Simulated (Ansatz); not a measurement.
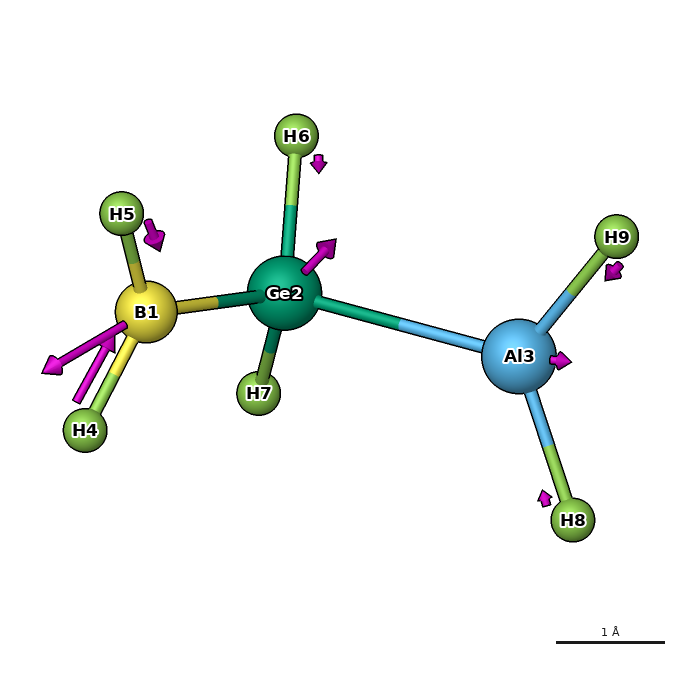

Arrows show the forces on the atoms, 0.6 Å of arrow for 1 eV/Å; forces under a tenth of the largest aren't drawn. Level of theory: RHF-CCSD(T) (frozen core)/def2-TZVPP (Ansatz 0.2.0).

Q: On which atom is the force largest, and how large is it?

A: On B1: 1.73 eV/Å.

Q: Along which bond is the force strongest?

A: B1–H4, now 1.257 Å: the forces pull its atoms together, so a first step downhill shortens it.

List the force components in the frame of the picture (x right, y up, z towards the viewer), in eV/Å.

```tsv
atom	Fx	Fy	Fz
B1	−1.30	−0.77	0.85
Ge2	0.50	0.53	−0.45
Al3	0.34	−0.04	0.13
H4	0.61	1.11	−0.09
H5	0.19	−0.48	−0.34
H6	0.01	−0.30	0.07
H7	−0.03	−0.05	−0.02
H8	−0.07	0.27	0.02
H9	−0.25	−0.26	−0.18
```
